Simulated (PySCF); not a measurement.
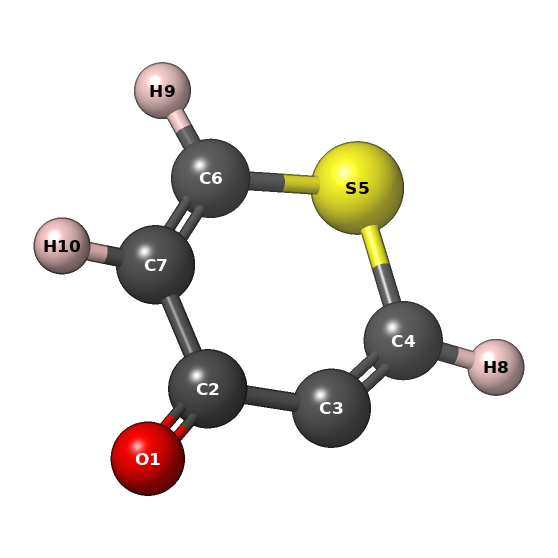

State: neutral, doublet. Computed geometry: GFN2-xTB optimisation. No frequency run is at hand to confirm it as a minimum. Computed with UKS B3LYP, pcH-1 on C H O S, non-relativistic (PySCF 2.14.0). Fermi-contact and spin-dipolar terms alone, no spin-orbit part.

Question. Which nucleus has the largest dipolar (anisotropic) hyperfine coupling?

Answer. 13C at C3: principal values −77.7, −60.8, 138.5 MHz.

List the isotropic and dipolar parts for the most strongly coupled nuclei, one of each equivalent set.

| atom | isotope | a_iso (MHz) | dipolar part (MHz) |
| --- | --- | --- | --- |
| C3 | 13C | 299.6 | −77.7, −60.8, 138.5 |
| S5 | 33S | 6.9 | −15.1, −14.0, 29.1 |
| C4 | 13C | 19.5 | −12.9, −1.2, 14.2 |
| C2 | 13C | −4.1 | −8.2, −4.5, 12.7 |
| C7 | 13C | 34.9 | −6.1, −5.6, 11.7 |
| H8 | 1H | 93.7 | −5.4, −4.4, 9.8 |
| H10 | 1H | 23.1 | −3.7, −1.2, 4.9 |
| O1 | 17O | −2.8 | −3.5, −0.5, 4.0 |
